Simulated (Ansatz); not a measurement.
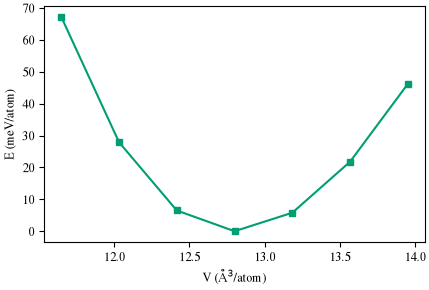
Figure: Cu3Au (Cu3Au type, Pm-3m) under volume change, plane-wave PAW PBEsol (Ansatz code), scaled uniformly.

Question: What does a third-order Birch–Murnaghan fit give for V₀, B₀ and B′?

Answer: V₀ = 12.80 Å³/atom, B₀ = 171 GPa, B′ = 5.3.

The PBEsol relaxation kept the symmetry of its start. No spin polarisation was allowed. Scalar-relativistic: spin–orbit coupling is off unless named, which matters more the heavier the elements.

Potentials: the later of the program's two PAW sets.
